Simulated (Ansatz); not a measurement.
All values below come from PBE (plane waves to 420 eV, PAW; Ansatz, a quantum-chemistry and plane-wave program).

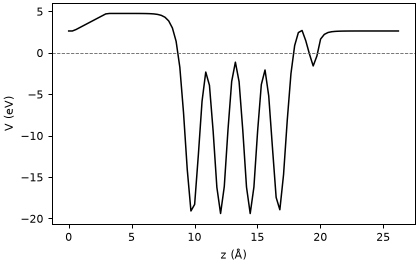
Plane-averaged electrostatic potential energy along the normal, in eV from the Fermi level, for NH3 on the 1x1 (110) surface of bcc Ta, one in a 2x2 cell, started at the site 'top Ta'

Slab: 20 atoms, 6.8 Å thick at the start under the adsorbate (thin: gaps and levels are the slab's own); k 5x5x1, smearing 0.1 eV, dipole-corrected; 8 atoms held, the rest relaxed; no symmetry held; no spin, no spin-orbit, no U, no dispersion correction. At the end it is bonded to Ta. In PBE it is, or lies within 0.03 eV of, the lowest of the starts that converged.

Q: The surface cell has an area of 31.16 Å². What dipole along the normal does the step between the two vacuum levels imply?

A: the top vacuum level lies 2.12 eV below the bottom one; p = −ε₀ A ΔV (ε₀ = 0.005526 e/(V·Å)) gives 0.36 e·Å a cell.
